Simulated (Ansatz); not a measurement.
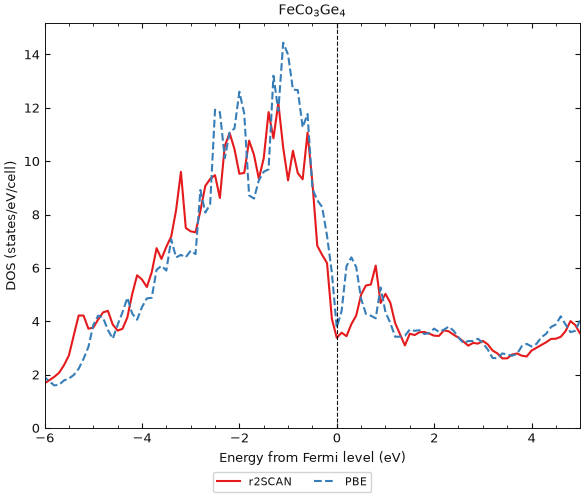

Total densities of states of FeCo$_{3}$Ge$_{4}$, space group C2/m, 8 atoms in the cell, by two methods on the same cell. Each is counted from its own Fermi level.

What changes from one method to the other?

r2SCAN gives a metal with about 4.1 states per eV and cell at the Fermi level and PBE gives a metal with about 5.4 states per eV and cell at the Fermi level.

Settings. r2SCAN: DFT r2SCAN, scalar-relativistic, plane waves, PAW, spin-polarised, 10×10×8 k mesh, 500 eV cutoff, Gaussian smearing of 0.1 eV (Ansatz). PBE: DFT PBE, scalar-relativistic, plane waves, PAW, spin-polarised, 10×10×8 k mesh, 420 eV cutoff (Ansatz 0.2.0).

The run may have settled in a state above the lowest, so this need not be the ground state. The structure is an invented one, so it need not be a known or stable phase. The atoms aren't at rest in this cell (largest force 0.4 eV/Å), so the relaxed material can differ.
